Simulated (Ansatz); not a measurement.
These are PBE (plane waves to 420 eV, PAW; Ansatz, a quantum-chemistry and plane-wave program) values and carry that method's errors.

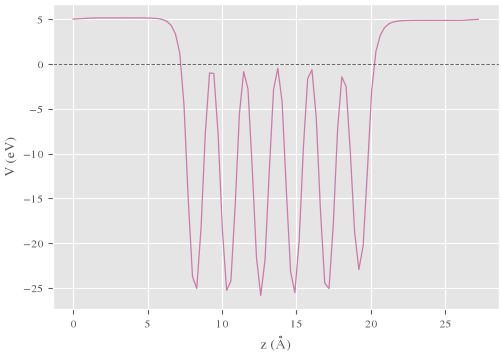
Figure: Plane-averaged electrostatic potential energy along the normal, in eV from the Fermi level, for a constructed model of the (111) surface of fcc Rh, p(2x2) surface alloy, Ti on one Rh site of the top plane (bottom of the slab: a bare face, its two planes held)

Set-up: 24 atoms, 11.1 Å thick at the start; mesh 8x8x1; 0.1 eV smearing; dipole correction on; 8 atoms held, the rest relaxed; symmetry of the start imposed; no spin, no spin-orbit, no U. It is one candidate, not shown to be the stable structure of the face.

The vacuum level lies 4.89 eV above the Fermi level over the top face and 5.15 eV above it under the bottom face.
